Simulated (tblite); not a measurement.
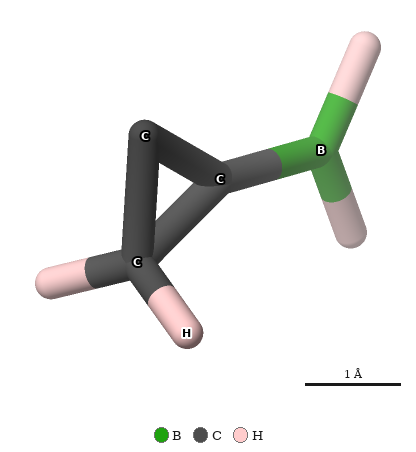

The input geometry (stick view, seen at a tilt).

Geometry relaxation, with input and output: C₃H₄B

The run: geometry relaxation of C₃H₄B, multiplicity 2, SMILES BC1=[C]C1. Method and program: GFN2-xTB geometry optimisation, gas phase (tblite 0.8.0).

It belongs to a series of runs on one base structure; here: H removed from sp2 C.

### Input
```
{"job": {"kind": "relax", "xc": "GFN2-xTB", "basis": "xTB"}, "charge": 0, "multiplicity": 2}
B      1.454400     0.074600     0.502300
C     -0.078000    -0.161700     0.237100
C     -1.332500    -0.758300     0.637900
C     -1.225700     0.026600    -0.534800
H      1.965200    -0.392700     1.461600
H      2.069400     0.729600    -0.256500
H     -1.209300    -0.557700    -1.475700
H     -1.634600     1.049100    -0.441100
```

The first line tells a small driver script what to run in tblite; the rest is the geometry in Å.

Launched with:
```bash
OMP_NUM_THREADS=1 python <driver script> task.json out
```

### Output
```
step      E/eV     max force
  0    -257.04964    5.636
  1    -257.78843    4.765
  2    -258.03044    3.743
  3    -258.19819    0.990
  4    -258.23639    0.651
  5    -258.28117    0.599
  6    -258.29690    0.472
  7    -258.30893    0.253
  8    -258.31100    0.165
  9    -258.31295    0.118
 10    -258.31451    0.116
 11    -258.31578    0.093
 12    -258.31633    0.059
 13    -258.31652    0.036
 14    -258.31662    0.026
 15    -258.31671    0.029
 16    -258.31676    0.024
 17    -258.31680    0.017
 18    -258.31683    0.018
 19    -258.31686    0.023
 20    -258.31689    0.021
 21    -258.31692    0.021
 22    -258.31694    0.019
 23    -258.31697    0.029
 24    -258.31703    0.040
 25    -258.31708    0.032
 26    -258.31710    0.013
 27    -258.31711    0.006
```

### Trajectory as extended XYZ (Å, eV, eV/Å), 28 frames, from step=0 to step=27
```
8
Properties=species:S:1:pos:R:3:forces:R:3 step=0 energy=-257.04964
B     1.4544    0.0746    0.5023   -1.8410  -0.3790  -0.1050
C    -0.0780   -0.1617    0.2371    2.9020  -2.0550   4.3730
C    -1.3325   -0.7583    0.6379    3.2420   0.0650   1.2560
C    -1.2257    0.0266   -0.5348   -3.0020   1.6890  -3.9810
H     1.9652   -0.3927    1.4616   -0.1780   0.1330  -0.3140
H     2.0694    0.7296   -0.2565   -0.1280  -0.1010   0.0890
H    -1.2093   -0.5577   -1.4757   -0.6710   0.9870  -0.2120
H    -1.6346    1.0491   -0.4411   -0.3240  -0.3400  -1.1060
8
Properties=species:S:1:pos:R:3:forces:R:3 step=1 energy=-257.78843
B     1.4281    0.0691    0.5008   -0.4350  -0.1710   0.1460
C    -0.0366   -0.1911    0.2996   -1.8700  -1.9400   2.1870
C    -1.2862   -0.7573    0.6559    4.1480   1.9570  -1.2910
C    -1.2685    0.0507   -0.5917   -0.2230  -0.6370   0.9090
H     1.9627   -0.3908    1.4571   -0.1510   0.1550  -0.3300
H     2.0676    0.7282   -0.2552   -0.3480  -0.2350   0.2050
H    -1.2189   -0.5436   -1.4787   -0.5740   0.5110  -0.8630
H    -1.6392    1.0442   -0.4568   -0.5470   0.3610  -0.9620
8
Properties=species:S:1:pos:R:3:forces:R:3 step=2 energy=-258.03044
B     1.3994    0.0617    0.5024    1.1380   0.1400   0.2980
C    -0.0397   -0.2508    0.3897    3.1390   1.4710  -1.0030
C    -1.1714   -0.7195    0.6454   -3.5070  -1.2300   0.4490
C    -1.3062    0.0574   -0.6187    0.8040  -0.8960   1.8520
H     1.9578   -0.3864    1.4473   -0.0770   0.1060  -0.2120
H     2.0596    0.7226   -0.2504   -0.6240  -0.3330   0.2430
H    -1.2372   -0.5229   -1.4974   -0.3820   0.1710  -0.9560
H    -1.6532    1.0473   -0.4874   -0.4910   0.5710  -0.6720
8
Properties=species:S:1:pos:R:3:forces:R:3 step=3 energy=-258.19819
B     1.4152    0.0643    0.5051    0.6470   0.0510   0.2290
C    -0.0213   -0.2300    0.3651   -0.8820  -0.3930   0.2190
C    -1.2151   -0.7318    0.6463    0.9140   0.2670  -0.0260
C    -1.2896    0.0451   -0.5913    0.4180  -0.2870   0.6110
H     1.9579   -0.3861    1.4469    0.0290   0.0490  -0.0780
H     2.0552    0.7204   -0.2488   -0.3930  -0.1910   0.1210
H    -1.2377   -0.5252   -1.5038   -0.4270   0.4950  -0.3780
H    -1.6557    1.0528   -0.4885   -0.3070   0.0100  -0.6970
8
Properties=species:S:1:pos:R:3:forces:R:3 step=4 energy=-258.23639
B     1.4239    0.0648    0.5087    0.1970  -0.0400   0.1740
C    -0.0215   -0.2344    0.3714   -0.1970  -0.1350   0.1080
C    -1.2072   -0.7314    0.6489    0.4400   0.0080   0.1770
C    -1.2863    0.0417   -0.5847    0.2820  -0.0850   0.2420
H     1.9579   -0.3851    1.4450    0.1390  -0.0130   0.0690
H     2.0484    0.7170   -0.2466   -0.2690  -0.0840   0.0090
H    -1.2450   -0.5170   -1.5112   -0.3760   0.4930  -0.1830
H    -1.6612    1.0537   -0.5006   -0.2160  -0.1420  -0.5970
8
Properties=species:S:1:pos:R:3:forces:R:3 step=5 energy=-258.28117
B     1.4360    0.0632    0.5179   -0.2290  -0.1170   0.0950
C    -0.0145   -0.2423    0.3855    0.5330   0.2320  -0.1450
C    -1.1888   -0.7329    0.6593   -0.3360  -0.2960   0.3220
C    -1.2771    0.0360   -0.5720    0.0380   0.1840  -0.2710
H     1.9623   -0.3842    1.4449    0.3060  -0.1070   0.2930
H     2.0321    0.7105   -0.2438   -0.0640   0.0810  -0.1580
H    -1.2659   -0.4916   -1.5265   -0.2130   0.3550   0.1530
H    -1.6750    1.0508   -0.5343   -0.0360  -0.3320  -0.2900
8
Properties=species:S:1:pos:R:3:forces:R:3 step=6 energy=-258.29690
B     1.4393    0.0611    0.5233   -0.2130  -0.1090   0.0810
C    -0.0097   -0.2431    0.3882    0.4010   0.2020  -0.1470
C    -1.1836   -0.7358    0.6661   -0.3130  -0.1830   0.1560
C    -1.2714    0.0352   -0.5683   -0.0400   0.1620  -0.2670
H     1.9686   -0.3854    1.4491    0.3020  -0.0980   0.2800
H     2.0244    0.7090   -0.2449   -0.0180   0.0950  -0.1570
H    -1.2774   -0.4764   -1.5306   -0.1210   0.2040   0.1810
H    -1.6812    1.0450   -0.5520    0.0020  -0.2730  -0.1250
8
Properties=species:S:1:pos:R:3:forces:R:3 step=7 energy=-258.30893
B     1.4409    0.0575    0.5304   -0.0170  -0.0570   0.0750
C    -0.0048   -0.2416    0.3874    0.0210   0.0480  -0.0590
C    -1.1811   -0.7391    0.6724   -0.0730   0.0540  -0.1150
C    -1.2656    0.0359   -0.5670   -0.0690   0.0350  -0.0820
H     1.9804   -0.3882    1.4582    0.2080  -0.0330   0.1400
H     2.0166    0.7091   -0.2487   -0.0260   0.0340  -0.0630
H    -1.2902   -0.4591   -1.5314   -0.0260  -0.0200   0.0640
H    -1.6871    1.0350   -0.5704   -0.0180  -0.0610   0.0400
8
Properties=species:S:1:pos:R:3:forces:R:3 step=8 energy=-258.31100
B     1.4411    0.0560    0.5327    0.0510  -0.0360   0.0700
C    -0.0046   -0.2404    0.3857   -0.0470   0.0000  -0.0130
C    -1.1821   -0.7386    0.6714    0.0020   0.0860  -0.1330
C    -1.2656    0.0366   -0.5680   -0.0460  -0.0010  -0.0180
H     1.9858   -0.3893    1.4621    0.1510  -0.0010   0.0660
H     2.0150    0.7097   -0.2504   -0.0470  -0.0050  -0.0100
H    -1.2925   -0.4569   -1.5302   -0.0180  -0.0680  -0.0120
H    -1.6881    1.0323   -0.5723   -0.0450   0.0250   0.0500
8
Properties=species:S:1:pos:R:3:forces:R:3 step=9 energy=-258.31295
B     1.4422    0.0540    0.5361    0.0850  -0.0150   0.0540
C    -0.0046   -0.2391    0.3838   -0.0510  -0.0290   0.0300
C    -1.1835   -0.7368    0.6680    0.0430   0.0650  -0.0830
C    -1.2666    0.0374   -0.5697   -0.0170  -0.0050  -0.0010
H     1.9937   -0.3902    1.4668    0.0850   0.0310  -0.0130
H     2.0127    0.7102   -0.2521   -0.0630  -0.0450   0.0450
H    -1.2947   -0.4567   -1.5294   -0.0150  -0.0910  -0.0740
H    -1.6900    1.0307   -0.5727   -0.0660   0.0890   0.0420
8
Properties=species:S:1:pos:R:3:forces:R:3 step=10 energy=-258.31451
B     1.4442    0.0518    0.5401    0.0690  -0.0030   0.0310
C    -0.0043   -0.2384    0.3831   -0.0150  -0.0310   0.0460
C    -1.1843   -0.7345    0.6640    0.0350   0.0180  -0.0140
C    -1.2682    0.0384   -0.5719    0.0080   0.0120  -0.0170
H     2.0022   -0.3904    1.4706    0.0370   0.0470  -0.0590
H     2.0095    0.7097   -0.2526   -0.0590  -0.0620   0.0720
H    -1.2971   -0.4580   -1.5301   -0.0140  -0.0770  -0.0850
H    -1.6929    1.0308   -0.5724   -0.0620   0.0950   0.0260
8
Properties=species:S:1:pos:R:3:forces:R:3 step=11 energy=-258.31578
B     1.4469    0.0496    0.5444    0.0160   0.0000   0.0070
C    -0.0034   -0.2383    0.3837    0.0220  -0.0160   0.0370
C    -1.1845   -0.7321    0.6603    0.0020  -0.0230   0.0360
C    -1.2697    0.0397   -0.5746    0.0290   0.0280  -0.0320
H     2.0109   -0.3897    1.4731    0.0090   0.0460  -0.0710
H     2.0054    0.7081   -0.2518   -0.0340  -0.0530   0.0680
H    -1.2997   -0.4603   -1.5323   -0.0090  -0.0370  -0.0520
H    -1.6968    1.0324   -0.5720   -0.0360   0.0540   0.0070
8
Properties=species:S:1:pos:R:3:forces:R:3 step=12 energy=-258.31633
B     1.4482    0.0486    0.5466   -0.0240  -0.0030  -0.0030
C    -0.0025   -0.2387    0.3850    0.0190  -0.0040   0.0160
C    -1.1842   -0.7312    0.6590   -0.0200  -0.0240   0.0290
C    -1.2699    0.0407   -0.5763    0.0330   0.0230  -0.0220
H     2.0151   -0.3885    1.4731    0.0110   0.0320  -0.0480
H     2.0029    0.7064   -0.2503   -0.0070  -0.0280   0.0400
H    -1.3012   -0.4619   -1.5342   -0.0030  -0.0030  -0.0090
H    -1.6993    1.0341   -0.5718   -0.0080   0.0070  -0.0030
8
Properties=species:S:1:pos:R:3:forces:R:3 step=13 energy=-258.31652
B     1.4482    0.0483    0.5471   -0.0320  -0.0050  -0.0030
C    -0.0022   -0.2391    0.3858   -0.0040  -0.0020   0.0050
C    -1.1842   -0.7312    0.6591   -0.0230  -0.0090   0.0050
C    -1.2693    0.0413   -0.5770    0.0260   0.0110  -0.0050
H     2.0164   -0.3876    1.4720    0.0190   0.0190  -0.0240
H     2.0020    0.7054   -0.2491    0.0060  -0.0100   0.0160
H    -1.3017   -0.4624   -1.5351    0.0020   0.0110   0.0110
H    -1.7002    1.0348   -0.5719    0.0060  -0.0140  -0.0050
8
Properties=species:S:1:pos:R:3:forces:R:3 step=14 energy=-258.31662
B     1.4476    0.0481    0.5471   -0.0250  -0.0050  -0.0020
C    -0.0023   -0.2394    0.3863   -0.0200  -0.0050   0.0020
C    -1.1845   -0.7314    0.6593   -0.0180   0.0020  -0.0110
C    -1.2685    0.0417   -0.5772    0.0150   0.0000   0.0070
H     2.0171   -0.3868    1.4709    0.0220   0.0100  -0.0090
H     2.0018    0.7047   -0.2482    0.0090   0.0010   0.0020
H    -1.3018   -0.4624   -1.5352    0.0050   0.0140   0.0150
H    -1.7004    1.0349   -0.5720    0.0110  -0.0170  -0.0040
8
Properties=species:S:1:pos:R:3:forces:R:3 step=15 energy=-258.31671
B     1.4466    0.0478    0.5472   -0.0090  -0.0020   0.0000
C    -0.0029   -0.2397    0.3866   -0.0270  -0.0090   0.0050
C    -1.1854   -0.7316    0.6592   -0.0110   0.0090  -0.0170
C    -1.2674    0.0421   -0.5774   -0.0010  -0.0090   0.0140
H     2.0184   -0.3858    1.4698    0.0200   0.0030   0.0020
H     2.0018    0.7041   -0.2473    0.0070   0.0070  -0.0090
H    -1.3018   -0.4622   -1.5351    0.0090   0.0120   0.0100
H    -1.7004    1.0346   -0.5722    0.0130  -0.0100  -0.0040
8
Properties=species:S:1:pos:R:3:forces:R:3 step=16 energy=-258.31676
B     1.4459    0.0475    0.5474    0.0030   0.0010   0.0010
C    -0.0036   -0.2400    0.3869   -0.0190  -0.0100   0.0100
C    -1.1863   -0.7317    0.6589   -0.0080   0.0050  -0.0100
C    -1.2667    0.0423   -0.5775   -0.0120  -0.0100   0.0110
H     2.0198   -0.3850    1.4691    0.0130   0.0000   0.0040
H     2.0018    0.7038   -0.2468    0.0010   0.0070  -0.0110
H    -1.3016   -0.4619   -1.5348    0.0110   0.0070   0.0000
H    -1.7002    1.0343   -0.5723    0.0110   0.0010  -0.0040
8
Properties=species:S:1:pos:R:3:forces:R:3 step=17 energy=-258.31680
B     1.4454    0.0474    0.5475    0.0080   0.0020   0.0000
C    -0.0042   -0.2403    0.3873   -0.0050  -0.0080   0.0130
C    -1.1872   -0.7317    0.6585   -0.0080  -0.0030   0.0020
C    -1.2665    0.0423   -0.5774   -0.0150  -0.0070   0.0040
H     2.0210   -0.3846    1.4688    0.0060   0.0000   0.0010
H     2.0018    0.7037   -0.2467   -0.0050   0.0040  -0.0090
H    -1.3013   -0.4617   -1.5347    0.0120   0.0040  -0.0070
H    -1.7000    1.0341   -0.5724    0.0080   0.0080  -0.0040
8
Properties=species:S:1:pos:R:3:forces:R:3 step=18 energy=-258.31683
B     1.4452    0.0472    0.5476    0.0070   0.0020   0.0000
C    -0.0048   -0.2407    0.3879    0.0090  -0.0040   0.0130
C    -1.1881   -0.7317    0.6583   -0.0080  -0.0100   0.0120
C    -1.2667    0.0422   -0.5773   -0.0130  -0.0010  -0.0030
H     2.0222   -0.3842    1.4685    0.0000   0.0000  -0.0020
H     2.0016    0.7037   -0.2468   -0.0110   0.0010  -0.0060
H    -1.3008   -0.4613   -1.5347    0.0110   0.0010  -0.0100
H    -1.6996    1.0342   -0.5726    0.0050   0.0120  -0.0030
8
Properties=species:S:1:pos:R:3:forces:R:3 step=19 energy=-258.31686
B     1.4450    0.0471    0.5478    0.0030   0.0010   0.0000
C    -0.0054   -0.2414    0.3890    0.0170   0.0000   0.0080
C    -1.1891   -0.7319    0.6582   -0.0060  -0.0130   0.0180
C    -1.2672    0.0420   -0.5771   -0.0050   0.0040  -0.0080
H     2.0236   -0.3837    1.4682   -0.0050   0.0000  -0.0040
H     2.0013    0.7038   -0.2471   -0.0170  -0.0030  -0.0040
H    -1.3000   -0.4609   -1.5349    0.0090  -0.0020  -0.0090
H    -1.6990    1.0344   -0.5730    0.0040   0.0110  -0.0010
8
Properties=species:S:1:pos:R:3:forces:R:3 step=20 energy=-258.31689
B     1.4448    0.0471    0.5478   -0.0030  -0.0010   0.0010
C    -0.0058   -0.2421    0.3902    0.0140   0.0040   0.0020
C    -1.1900   -0.7322    0.6584   -0.0010  -0.0080   0.0130
C    -1.2676    0.0418   -0.5770    0.0050   0.0060  -0.0070
H     2.0246   -0.3833    1.4677   -0.0060   0.0000  -0.0030
H     2.0006    0.7038   -0.2475   -0.0200  -0.0040  -0.0030
H    -1.2991   -0.4604   -1.5353    0.0080  -0.0020  -0.0040
H    -1.6984    1.0348   -0.5734    0.0040   0.0060   0.0020
8
Properties=species:S:1:pos:R:3:forces:R:3 step=21 energy=-258.31692
B     1.4446    0.0471    0.5479   -0.0060  -0.0030   0.0010
C    -0.0060   -0.2426    0.3911    0.0040   0.0040  -0.0030
C    -1.1905   -0.7325    0.6587    0.0040  -0.0010   0.0030
C    -1.2678    0.0417   -0.5769    0.0110   0.0040  -0.0020
H     2.0251   -0.3830    1.4674   -0.0040  -0.0010  -0.0010
H     1.9998    0.7037   -0.2478   -0.0200  -0.0030  -0.0040
H    -1.2984   -0.4601   -1.5357    0.0070  -0.0010   0.0030
H    -1.6978    1.0352   -0.5737    0.0040   0.0000   0.0040
8
Properties=species:S:1:pos:R:3:forces:R:3 step=22 energy=-258.31694
B     1.4444    0.0470    0.5479   -0.0060  -0.0030   0.0020
C    -0.0061   -0.2430    0.3918   -0.0080   0.0020  -0.0060
C    -1.1908   -0.7328    0.6590    0.0080   0.0080  -0.0080
C    -1.2678    0.0417   -0.5768    0.0150   0.0020   0.0040
H     2.0254   -0.3828    1.4670   -0.0020  -0.0020   0.0020
H     1.9987    0.7036   -0.2482   -0.0180  -0.0010  -0.0060
H    -1.2975   -0.4598   -1.5359    0.0060   0.0000   0.0080
H    -1.6972    1.0356   -0.5739    0.0050  -0.0050   0.0050
8
Properties=species:S:1:pos:R:3:forces:R:3 step=23 energy=-258.31697
B     1.4439    0.0468    0.5480   -0.0050  -0.0030   0.0020
C    -0.0064   -0.2435    0.3929   -0.0200  -0.0010  -0.0070
C    -1.1914   -0.7332    0.6594    0.0110   0.0170  -0.0210
C    -1.2674    0.0417   -0.5767    0.0180  -0.0020   0.0110
H     2.0259   -0.3825    1.4664    0.0000  -0.0030   0.0050
H     1.9964    0.7035   -0.2490   -0.0130   0.0020  -0.0090
H    -1.2959   -0.4595   -1.5361    0.0040   0.0010   0.0130
H    -1.6961    1.0361   -0.5740    0.0060  -0.0110   0.0050
8
Properties=species:S:1:pos:R:3:forces:R:3 step=24 energy=-258.31703
B     1.4430    0.0464    0.5483   -0.0020  -0.0020   0.0020
C    -0.0070   -0.2442    0.3944   -0.0280  -0.0050  -0.0040
C    -1.1924   -0.7336    0.6598    0.0100   0.0230  -0.0310
C    -1.2665    0.0419   -0.5765    0.0170  -0.0050   0.0160
H     2.0270   -0.3821    1.4657    0.0020  -0.0040   0.0070
H     1.9923    0.7033   -0.2504   -0.0050   0.0050  -0.0100
H    -1.2932   -0.4589   -1.5363    0.0010   0.0020   0.0150
H    -1.6942    1.0367   -0.5740    0.0050  -0.0140   0.0050
8
Properties=species:S:1:pos:R:3:forces:R:3 step=25 energy=-258.31708
B     1.4420    0.0459    0.5487    0.0020   0.0010   0.0010
C    -0.0078   -0.2449    0.3959   -0.0210  -0.0070   0.0010
C    -1.1936   -0.7338    0.6598    0.0050   0.0180  -0.0260
C    -1.2653    0.0421   -0.5763    0.0120  -0.0040   0.0120
H     2.0284   -0.3817    1.4650    0.0010  -0.0040   0.0060
H     1.9879    0.7031   -0.2521    0.0010   0.0050  -0.0080
H    -1.2904   -0.4584   -1.5361   -0.0020   0.0010   0.0110
H    -1.6922    1.0371   -0.5739    0.0010  -0.0110   0.0030
8
Properties=species:S:1:pos:R:3:forces:R:3 step=26 energy=-258.31710
B     1.4416    0.0456    0.5490    0.0040   0.0020   0.0000
C    -0.0083   -0.2452    0.3965   -0.0060  -0.0060   0.0050
C    -1.1943   -0.7337    0.6595   -0.0020   0.0070  -0.0110
C    -1.2645    0.0422   -0.5762    0.0060   0.0000   0.0030
H     2.0292   -0.3815    1.4648   -0.0010  -0.0020   0.0020
H     1.9859    0.7030   -0.2530    0.0030   0.0040  -0.0040
H    -1.2892   -0.4582   -1.5359   -0.0020   0.0000   0.0040
H    -1.6913    1.0371   -0.5738   -0.0010  -0.0040   0.0010
8
Properties=species:S:1:pos:R:3:forces:R:3 step=27 energy=-258.31711
B     1.4416    0.0456    0.5490    0.0020   0.0020  -0.0010
C    -0.0084   -0.2453    0.3966    0.0020  -0.0030   0.0050
C    -1.1945   -0.7335    0.6592   -0.0040   0.0000  -0.0010
C    -1.2643    0.0423   -0.5762    0.0030   0.0020  -0.0020
H     2.0293   -0.3816    1.4649   -0.0020  -0.0010   0.0010
H     1.9858    0.7031   -0.2531    0.0020   0.0020  -0.0020
H    -1.2892   -0.4582   -1.5357   -0.0020  -0.0010   0.0000
H    -1.6913    1.0370   -0.5737   -0.0020   0.0000   0.0000
```

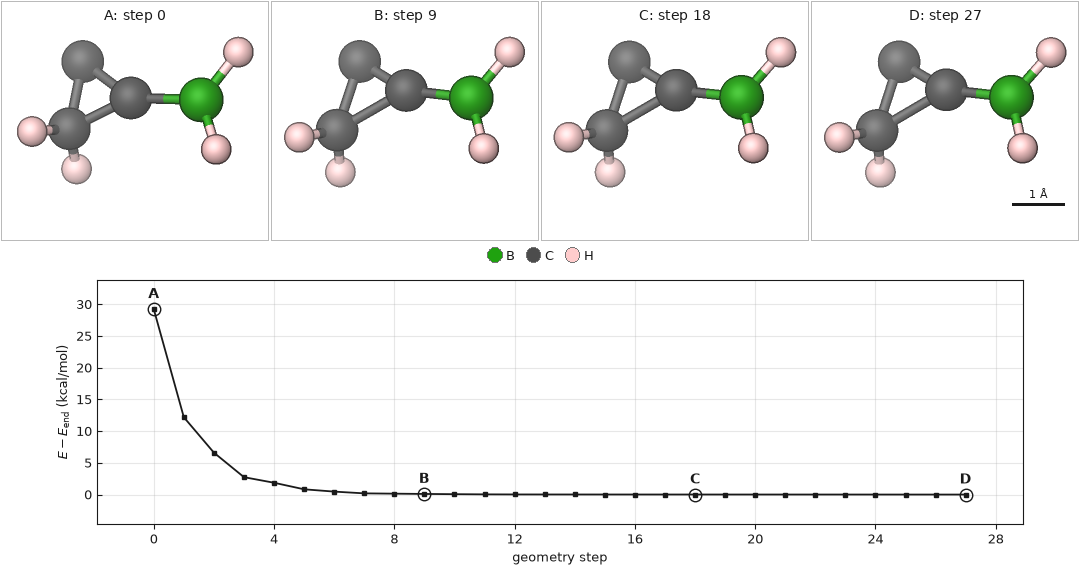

Frames of the relaxation (ball-and-stick view, seen at a tilt) above the curves, on which the letters mark them (steps are counted from 0).

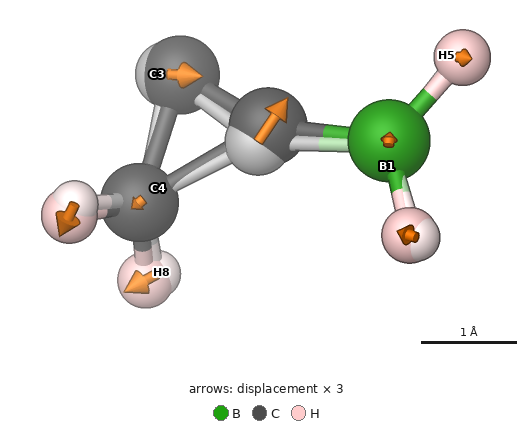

Start (faint) and end (solid) with the displacements as orange arrows, magnified 3 times (ball-and-stick view, seen at a tilt). The two geometries are laid on each other by the best rigid fit. Over 27 geometry steps the energy falls by 29.2 kcal/mol. Largest force component: 4.4 eV/Å at the start, 0.005 eV/Å at the end. The atom that moves furthest after the best rigid fit is C2 (0.19 Å). Largest moves by element: C 0.19 Å, H 0.14 Å, B 0.06 Å. Distances before and after: C2–C4 1.396 → 1.614 Å, C2–C3 1.446 → 1.309 Å, B1–C2 1.573 → 1.487 Å, C3–C4 1.415 → 1.460 Å. Among the angles that change: C2–C3–C4 58.4° → 71.1°, C2–C4–C3 61.9° → 50.1°, B1–C2–C3 149.4° → 159.4°. (Atoms are counted from 1 in the order of the input.)

### Results in brief

```json
{"quantity": "outcome", "value": "converged"}
{"quantity": "total energy", "value": "−258.3171 eV"}
{"quantity": "hardware", "value": "1 CPU thread, shared host"}
{"quantity": "peak memory", "value": "0.18 GiB"}
```
